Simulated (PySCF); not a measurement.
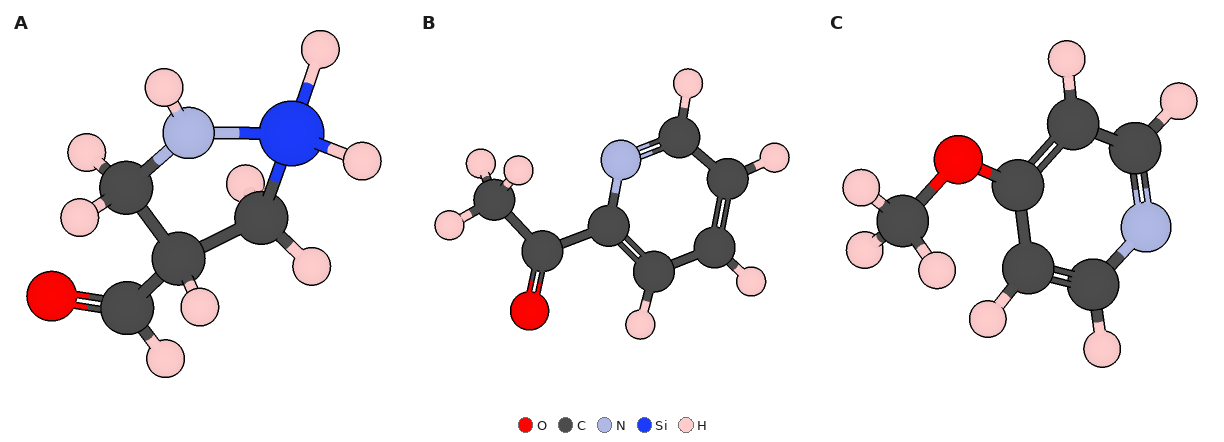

The picture comes from a calculation with PySCF.

Q: Match each picture to its SMILES.
(1) COc1ccncc1
(2) CC(=O)c1ccccn1
(3) O=C[C@@H]1CN[SiH2]C1

A: A is (3), B is (2), C is (1).
